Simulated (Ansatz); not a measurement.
# What SbP (model cell, started as rocksalt type) distorts into, part 2 of 2

Aim: this structure of SbP (model cell, started as rocksalt type) is to be tested for unstable modes, and one is followed downhill.

Ansatz 0.2.0; DFT PBEsol, scalar-relativistic, plane waves, norm-conserving pseudopotentials.

So far, highest frequency on the path or at a solved wavevector (cm⁻¹): step 2 (the dispersion) 278. Also lowest frequency on the path (cm⁻¹): step 2 -172.

The structure was built from a prototype and need not be the compound's stable phase.

## 6. Relaxation from the frozen mode

Starting from the lowest point found, all atoms and the cell are let go, so that strain and other modes of the same symmetry can join in.

Input file input.yaml:

```yaml
crystal:
  lattice:
    - [0.0, 2.7784949752, 2.7784949752]
    - [2.7784949752, 0.0, 2.7784949752]
    - [2.7784949752, 2.7784949752, 0.0]
  atoms:
    - { symbol: Sb, position: [-0.0064088151, 0.0064088151, -0.0064088151] }
    - { symbol: P, position: [0.5251934953, 0.4748065047, 0.5251934953] }
kpoints:
  mp_grid: { grid: [12, 12, 12] }
hamiltonian:
  xc: pbesol
  pseudopotentials: { kind: nc }
scf:
  occupations: { method: methfessel_paxton, width: 0.15 }
output:
  forces: true
  stress: true
  eigenvalues: true
relax:
  adjacent_minimum: "off"
  f_tol: 0.002
  max_steps: 120
  cell: { stress_tol: 0.03 }
```

Started as:

```sh
$ ansatz run input.yaml --threads 4 --pin off --max-ram 7168MiB --backend cpu --events-out ev --progress --plain --runs-dir out
```

Numbers of over 12 decimals in the logs are rounded to 6 here.

Log:

```text
[...]
Crystal: 2 atoms, lattice volume = 42.900 Å³
Basis set: ecut = 1088.45545 eV, 3479 PW (Γ), exchange–correlation on 90×90×90 points (8 copies of the dense FFT grid, shifted against one another)
Bands: 14, of which v1, the nominal top of the filled ones, is band 10 counted from 1 (9 counted from 0)
Symmetry: 8 space group operations
[...]
k-points: 163 of 1728 (time reversal used)
[...]
SCF iter   1: F=—  HF=-2658.086470 eV  |F-HF|=—  |Δ(HF+E_count)|=         —  Δρ=2.63e-2  dr2=4.52e-1  ethr=3.10e-3  ⟨swp⟩=6.3  Hψ=14070  notcnv=0
[...]
SCF iter   7: F=-2657.971581 eV  HF=-2657.971581 eV  |F-HF|=3.78e-8  |Δ(HF+E_count)|=   8.42e-8  S|Δr|=    0.00e0  Δρ=1.59e-5  dr2=5.30e-8  ethr=5.00e-10  ⟨swp⟩=7.4  Hψ=12312  notcnv=0
SCF 1 converged in 7 iterations: F = -2657.971581 eV  dr2 = 5.30e-8
relax step   1: F+E_penalty+E_count = -2657.97158091 eV  Δ(F+E_penalty+E_count) = +0.000e0 eV  max|allowed force component| = 8.445e-2 eV/Å  Δτ_max = 0.0000 Å  P = +1.270 GPa  Ω = 42.900 Å³  (7 SCF iters, dr2 threshold 1.00e-7 eV, accepted)
Crystal: 2 atoms, lattice volume = 44.445 Å³
Basis set: ecut = 1088.45545 eV, 3679 PW (Γ), exchange–correlation on 90×90×90 points (8 copies of the dense FFT grid, shifted against one another)
[...]
SCF iter   5: F=-2657.975183 eV  HF=-2657.975183 eV  |F-HF|=2.05e-8  |Δ(HF+E_count)|=   2.97e-8  S|Δr|=    0.00e0  Δρ=2.08e-5  dr2=1.90e-7  ethr=1.00e-9  ⟨swp⟩=5.1  Hψ=12964  notcnv=0
SCF 2 converged in 5 iterations: F = -2657.975183 eV  dr2 = 1.90e-7
relax step   2: F+E_penalty+E_count = -2657.97518312 eV  Δ(F+E_penalty+E_count) = -3.602e-3 eV  max|allowed force component| = 9.317e-2 eV/Å  Δτ_max = 0.0232 Å  P = -1.067 GPa  Ω = 44.445 Å³  energy of the carried Pulay correction = -7.394e-4 eV  (5 SCF iters, dr2 threshold 2.00e-7 eV, accepted)
Crystal: 2 atoms, lattice volume = 43.950 Å³
Basis set: ecut = 1088.45545 eV, 3591 PW (Γ), exchange–correlation on 90×90×90 points (8 copies of the dense FFT grid, shifted against one another)
[...]
SCF iter   4: F=-2657.977287 eV  HF=-2657.977287 eV  |F-HF|=6.98e-9  |Δ(HF+E_count)|=   1.81e-7  S|Δr|=    0.00e0  Δρ=1.18e-5  dr2=5.72e-8  ethr=1.00e-9  ⟨swp⟩=4.9  Hψ=12032  notcnv=0
SCF 3 converged in 4 iterations: F = -2657.977287 eV  dr2 = 5.72e-8
relax step   3: F+E_penalty+E_count = -2657.97728732 eV  Δ(F+E_penalty+E_count) = -2.104e-3 eV  max|allowed force component| = 5.738e-2 eV/Å  Δτ_max = 0.0014 Å  P = -0.206 GPa  Ω = 43.950 Å³  energy of the carried Pulay correction = -5.054e-4 eV  (4 SCF iters, dr2 threshold 2.00e-7 eV, accepted)
[...]
relax step   4: F+E_penalty+E_count = -2657.97768596 eV  Δ(F+E_penalty+E_count) = -3.986e-4 eV  max|allowed force component| = 1.543e-2 eV/Å  Δτ_max = 0.0042 Å  P = -0.053 GPa  Ω = 43.934 Å³  energy of the carried Pulay correction = -4.980e-4 eV  (4 SCF iters, dr2 threshold 2.00e-7 eV, accepted)
[...]
relax step   5: F+E_penalty+E_count = -2657.97771899 eV  Δ(F+E_penalty+E_count) = -3.304e-5 eV  max|allowed force component| = 8.164e-4 eV/Å  Δτ_max = 0.0013 Å  P = -0.002 GPa  Ω = 43.928 Å³  energy of the carried Pulay correction = -4.950e-4 eV  (3 SCF iters, dr2 threshold 7.75e-8 eV, accepted)
[...]
relax step   6: F+E_penalty+E_count = -2657.97837436 eV  Δ(F+E_penalty+E_count) = -6.554e-4 eV  max|allowed force component| = 7.853e-4 eV/Å  Δτ_max = 0.0000 Å  P = +0.047 GPa  Ω = 43.928 Å³  stress off target by 6.05e-2 GPa  SCF on the basis re-selected at this cell (its energy is not comparable with the rows above)  (5 SCF iters)
[...]
relax step   7: F+E_penalty+E_count = -2657.97836340 eV  Δ(F+E_penalty+E_count) = +1.095e-5 eV  max|allowed force component| = 1.614e-3 eV/Å  Δτ_max = 0.0008 Å  P = +0.007 GPa  Ω = 43.963 Å³  energy of the carried Pulay correction = -1.665e-5 eV  (4 SCF iters, dr2 threshold 9.15e-9 eV, accepted)
[...]
SCF iter   4: F=-2657.978383 eV  HF=-2657.978383 eV  |F-HF|=1.36e-12  |Δ(HF+E_count)|=  1.14e-11  S|Δr|=    0.00e0  Δρ=1.50e-7  dr2=4.88e-12  ethr=1.00e-12  ⟨swp⟩=6.2  Hψ=12177  notcnv=0
SCF 8 converged in 4 iterations: F = -2657.978383 eV  dr2 = 4.88e-12
relax step   8: F+E_penalty+E_count = -2657.97838266 eV  Δ(F+E_penalty+E_count) = -1.925e-5 eV  max|allowed force component| = 1.610e-3 eV/Å  Δτ_max = 0.0000 Å  P = +0.008 GPa  Ω = 43.963 Å³  stress off target by 8.50e-3 GPa  SCF on the basis re-selected at this cell (its energy is not comparable with the rows above)  (4 SCF iters)
[...]
SCF converged after 4 iterations
[...]
Free energy (F): -2657.978383 eV
[...]
Internal energy: -2657.978059 eV  (E = F + TS)
E sigma→0 (E₀):  -2657.978302 eV
Entropy (-TS):   -0.000324 eV (-0.162 meV/atom)
Fermi energy:    10.781663 eV
[...]
--- Forces (eV/Å), atoms counted from 1 ---
  atom   1  Sb    -0.00000000     0.00161036     0.00000000
  atom   2  P     -0.00000000    -0.00161028    -0.00000000
  max |Σ_I F_I| component: 8.01e-8 eV/Å
--- Stress (GPa, compression-positive) ---
        0.008499       0.000000      -0.000000
        0.000000       0.006411      -0.000000
       -0.000000      -0.000000       0.008499
  P = ⅓ Tr σ = 0.0078 GPa (0.078 kbar)
--- Band table (eV; the first three rows and the last of 163) ---
  k-point 0: bands = [... 6 lower, 6.8639, 8.5491, 8.7584, 8.7584, 14.0893, 14.0893, 14.7401, 15.6773]
  k-point 1: bands = [... 6 lower, 6.2054, 8.5987, 8.7633, 9.1627, 13.8077, 13.8557, 14.3566, 15.7381]
  k-point 2: bands = [... 6 lower, 4.9863, 8.6054, 8.7892, 9.7751, 13.0664, 13.2887, 13.5496, 15.9215]
  k-point 162: bands = [... 6 lower, 2.3483, 4.7990, 6.4803, 6.4803, 12.5619, 16.7879, 16.7879, 18.3487]
--- Relaxed structure (6 steps of the walk, 6 accepted, 2 SCFs on fresh bases) ---
  F+E_penalty+E_count = -2657.97838266 eV   max|allowed force component| = 1.610e-3 eV/Å   (the final SCF, on the basis selected at the relaxed cell)
  cell:  # Å, volume = 43.9628 Å³
    - [0, 2.815542, 2.794129]
    - [2.794129, 0, 2.794129]
    - [2.794129, 2.815542, 0.0]
  atoms:
    - { symbol: Sb, position: [-0.011446, 0.011446, -0.011446] }
    - { symbol: P, position: [0.530231, 0.469769, 0.530231] }
```

Wall time 59 s (4 threads of Arm Neoverse V2, shared host); peak memory 0.63 GiB; 3.9 min of CPU time.

Step by step:

```tsv
step	energy less that of the first step (eV)	largest force component (eV/Å)	pressure (GPa)	volume (Å³)
1	0.0000	0.0844	1.27	42.90
2	-0.0036	0.0932	-1.07	44.44
3	-0.0057	0.0574	-0.21	43.95
4	-0.0061	0.0154	-0.05	43.93
5	-0.0061	0.0008	0.00	43.93
6*	-0.0068	0.0008	0.05	43.93
7	-0.0068	0.0016	0.01	43.96
8*	-0.0068	0.0016	0.01	43.96
```

Relaxation steps marked * repeat the geometry before them on a plane-wave basis chosen anew for their cell, so energy and pressure can jump there.

Forces are held to the 8 operations that the run works with; a distortion that breaks them can't arise in this run.

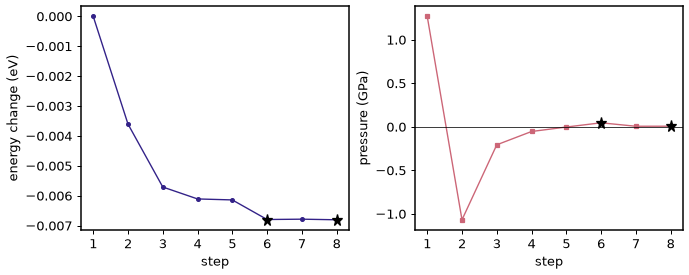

Energy and pressure along the relaxation. Stars mark steps on a basis chosen anew.

```tsv
conventional cell, symmetrised	before	after	change
a (Å)	3.929	3.951	+0.6 %
b (Å)	3.929	3.951	+0.6 %
c (Å)	5.557	5.631	+1.3 %
volume (Å³/atom)	21.45	21.98	+2.5 %
```

The atoms that moved most (Å, as changes of fractional coordinates times the final cell):

```tsv
atom	dx	dy	dz	length
Sb1	0.000	-0.028	0.000	0.028
P2	0.000	0.028	0.000	0.028
```

Final coordinates:

```
Sb P
1.0
     0.00000    2.81554    2.79413
     2.79413    0.00000    2.79413
     2.79413    2.81554    0.00000
Sb P
1 1
Direct
  0.98855 0.01145 0.98855
  0.53023 0.46977 0.53023
```

Numbers from this step:

- pressure: 0.007803 GPa
- volume per atom: 21.98 Å³

The distorted start has space group I4mm; the relaxation ends in I4mm.

## 7. The new phase in its own primitive cell

The relaxed structure is symmetrised, reduced to its primitive cell and relaxed tightly, as its phonons need.

input.yaml, the sections that differ from step 6:

```yaml
crystal:
  lattice:
    - [-1.9757477131, 1.9757477131, 2.8155424473]
    - [1.9757477131, -1.9757477131, 2.8155424473]
    - [1.9757477131, 1.9757477131, -2.8155424473]
  atoms:
    - { symbol: Sb, position: [0.9885537586, 0.9885537586, 0.0] }
    - { symbol: P, position: [0.5302309216, 0.5302309216, 0.0] }
kpoints:
  mp_grid: { grid: [14, 14, 14] }
relax:
  adjacent_minimum: "off"
  f_tol: 0.001
  max_steps: 60
  cell: { stress_tol: 0.01 }
# hamiltonian, scf, output: as in step 6
```

Log:

```text
[...]
Crystal: 2 atoms, lattice volume = 43.963 Å³
Basis set: ecut = 1088.45545 eV, 3591 PW (Γ), exchange–correlation on 90×90×90 points (8 copies of the dense FFT grid, shifted against one another)
Bands: 14, of which v1, the nominal top of the filled ones, is band 10 counted from 1 (9 counted from 0)
Symmetry: 8 space group operations
[...]
k-point 243: bands = [... 6 lower, 2.3496, 4.7938, 6.4787, 6.4787, 12.5600, 16.7844, 16.7844, 18.3475]
--- Relaxed structure (3 steps of the walk, 3 accepted, 1 SCFs on fresh bases) ---
[...]
cell:  # Å, volume = 43.9679 Å³
    - [-1.975973, 1.975973, 2.815231]
    - [1.975973, -1.975973, 2.815231]
    - [1.975973, 1.975973, -2.815231]
  atoms:
    - { symbol: Sb, position: [0.988636, 0.988636, 0] }
    - { symbol: P, position: [0.530148, 0.530148, 0] }
[key lines of the parts left out:]
SCF converged after 5 iterations
Free energy (F): -2657.978675 eV
Fermi energy:    10.757795 eV
P = ⅓ Tr σ = -0.0012 GPa (-0.012 kbar)
```

The job ended after 44 s (4 threads; peak memory 0.76 GiB; 2.9 min of CPU time).

Little changed from the start: no atom moved by 0.005 Å and no cell edge by 0.1 %.

This step gave:

```yaml
pressure: -0.001151 GPa
```

The largest force component left is 0.90 meV/Å and the pressure is -0.001 GPa, within the tolerances set. The cell now holds 21.98 Å³/atom.

## 8. Modes of the new phase, k-mesh 14×14×14

A relaxed structure may still be a saddle point, so its zone-centre modes are computed. No field response is asked, since the mesh shows no gap.

input.yaml, the sections that differ from step 7:

```yaml
crystal:
  lattice:
    - [-1.9759733759, 1.9759733759, 2.8152310602]
    - [1.9759733759, -1.9759733759, 2.8152310602]
    - [1.9759733759, 1.9759733759, -2.8152310602]
  atoms:
    - { symbol: Sb, position: [0.988636198, 0.988636198, 0.0] }
    - { symbol: P, position: [0.5301484822, 0.5301484822, 0.0] }
output:
  eigenvalues: true
phonons:
  method: dfpt
# kpoints, hamiltonian, scf: as in step 7
# relax: removed
```

Log:

```text
zone centre: on kpoints.mp_grid the ground state, and the responses unless they are solved on pairs of k-points, stand on 428 of the mesh's 2744 k-points, reduced under 4 symmetry operations, with k and −k counted as one. Each operation leaves every solved displacement unchanged or reverses it
[...]
Crystal: 2 atoms, lattice volume = 43.968 Å³
Basis set: ecut = 1088.45545 eV, 3591 PW (Γ), exchange–correlation on 90×90×90 points (8 copies of the dense FFT grid, shifted against one another)
Bands: 14, of which v1, the nominal top of the filled ones, is band 10 counted from 1 (9 counted from 0)
Symmetry: 8 space group operations
k-points: 428 of 2744 (irreducible under 4 space group operations, time reversal used)
[...]
SCF iter   1: F=—  HF=-2658.094754 eV  |F-HF|=—  |Δ(HF+E_count)|=         —  Δρ=2.62e-2  dr2=4.60e-1  ethr=3.10e-3  ⟨swp⟩=6.3  Hψ=37090  notcnv=0
[...]
SCF iter  10: F=-2657.978675 eV  HF=-2657.978675 eV  |F-HF|=1.36e-12  |Δ(HF+E_count)|=  1.36e-12  S|Δr|=    0.00e0  Δρ=9.00e-8  dr2=3.02e-12  ethr=1.00e-12  ⟨swp⟩=7.5  Hψ=32508  notcnv=0
SCF 1 converged in 10 iterations: F = -2657.978675 eV  dr2 = 3.02e-12
DFPT response loops at Γ: preconditioner auto → Kerker (q_TF=auto, 2.393 Å⁻¹) (partly filled bands, converged f_vac=0.000); β = 1.00, the filter's whole step (`scf.mixing.beta` (0.50) is not read by the response loops under this deck's `scf.mixing.preconditioner`; to damp them name `kerker` or `kerker_dos`, under which they read `scf.mixing.beta`, and type it under 1.00, their step now; both keys bind the ground state too); Broyden in place of MSR1
SCF converged after 10 iterations
[...]
Free energy (F): -2657.978675 eV
[...]
Internal energy: -2657.979270 eV  (E = F + TS)
E sigma→0 (E₀):  -2657.978824 eV
Entropy (-TS):   0.000595 eV (0.298 meV/atom)
Fermi energy:    10.757795 eV
[...]
--- Band table (eV; the first three rows and the last of 428) ---
  k-point 0: bands = [... 6 lower, 6.8614, 8.5478, 8.7574, 8.7574, 14.0891, 14.0891, 14.7416, 15.6766]
  k-point 1: bands = [... 6 lower, 6.2859, 8.3778, 8.5913, 9.5007, 13.3269, 13.9843, 14.7755, 15.8104]
  k-point 2: bands = [... 6 lower, 5.3975, 7.9475, 8.1762, 10.7130, 11.7419, 13.7115, 14.8709, 15.6160]
  k-point 427: bands = [... 6 lower, 2.3496, 4.7938, 6.4787, 6.4787, 12.5600, 16.7844, 16.7844, 18.3475]
--- Phonons (Γ-DFPT): 4 representative perturbations + reference, on 428 of 2744 k-points (Σ response iterations 14) ---
  k mesh reduced under 4 symmetry operations, with k and −k counted as one. Each operation leaves every solved displacement unchanged or reverses it
  ASR residual: 1.103e-4 → 0.000e0 eV/Å²; symmetrization residual: 7.480e-6 eV/Å²
  ASR residual per site (eV/Å²): 1.10e-4 2.22e-5
  Γ frequencies (cm⁻¹): -124.23 -124.23 0.00 0.00 0.00 220.47
  non-analytic LO–TO correction: not included (Born effective charges unavailable; polar crystals: no LO–TO splitting at Γ)
```

It took 99 s on 4 threads; peak memory 3.4 GiB.

Numbers from this step:

| Quantity | Value |
| --- | --- |
| sum-rule residual before enforcement | 1.10e-4 eV/Å² |
| point group | 4mm |
| highest optical mode at the zone centre (no LO-TO term) | 220.5 cm⁻¹ |
| lowest optical zone-centre mode | -124.2 cm⁻¹ |

Patterns of degenerate modes are one choice out of their space. The modes at Γ (shares of kinetic energy by element, %) (negative means imaginary):

```tsv
mode	frequency (cm⁻¹)	symmetry	Sb %	P %
1	-124.2	E	20	80
2	-124.2	E	20	80
3	0.0	acoustic	80	20
4	0.0	acoustic	80	20
5	0.0	acoustic	80	20
6	220.5	A1	20	80
```

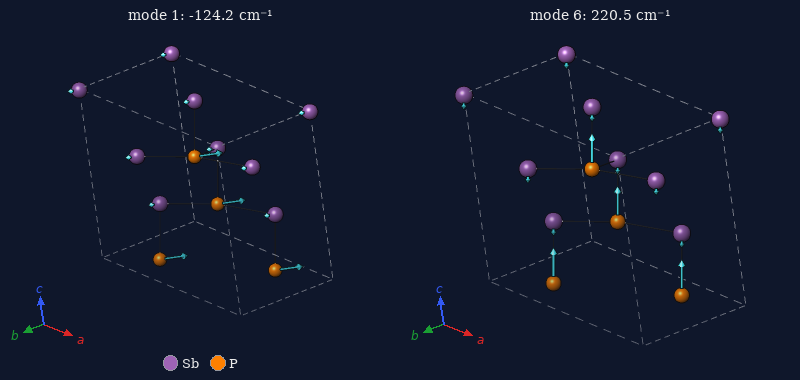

Displacement patterns of modes 1 and 6 at Γ; arrows are exaggerated. Bonds to atoms that aren't drawn are left out. Some periodic images of atoms are drawn too.

Before it was imposed, the acoustic sum rule was missed by 1.1e-4 eV/Å². Small misses are needed for a sound result but don't prove that mesh and cutoff are converged. The lowest optical mode is imaginary, 124.2i cm⁻¹, so the energy falls along it.

## 9. What came out

```yaml
unstable_mode_of_the_parent: q = (0, 0, 0), 172i cm⁻¹
depth_at_the_lowest_point_sampled: 11.9 meV/atom
largest_atomic_shift_at_that_point: 0.14 Å
space_group_reached_within_0p01_a: I4mm
energy_gained_over_the_parent_first_relaxation_on_the_mesh_of_the_frozen_mode: 15.3 meV/atom
volume_per_atom_phase_reached: 22.0 Å³
lowest_optical_zone_centre_mode_phase_reached: -124 cm⁻¹
highest_optical_mode_at_the_zone_centre_no_lo_to_term_phase_reached: 220 cm⁻¹
```

Along this mode the structure falls into I4mm, 15.3 meV/atom below the parent. At the parent's cell the well is 11.94 meV/atom deep on the steps tried, with its lowest point at a shift of 0.14 Å. Relaxing atoms and cell changes the gain by +3.36 meV/atom against the lowest step (energies at zero smearing). The new phase still has an imaginary mode at the zone centre of its cell, so it is a saddle point on the way to a lower structure. Of the 3 patterns followed to their end from this parent, this one ends 13.8 meV/atom above the lowest, R3m. Each path keeps the symmetry of its pattern, so a lower phase may lie along a pattern not tried. With no gap, or one that is small against the smearing, the frequencies hang on the k mesh and the smearing, most of all near Kohn anomalies. A semilocal functional can close a gap that the real compound would have, so the metallic treatment may be an artefact of the level. Spin-orbit coupling is left out, which can matter for the heavy elements here. A phonon run warned that its eigensolver left some bands unconverged in a pass. The starting cell was built on a prototype and not taken from a measurement, so the phase need not exist.

[Logs are printed without paths, hosts, clocks, repeated set-up lines and the standing remarks that a program may print on its own settings, such as how far it seeks lower states.]

[Hosts, paths, dates, database ids (printed as entryN), source tags and the programs' standing remarks are cut or masked in the printed files.]
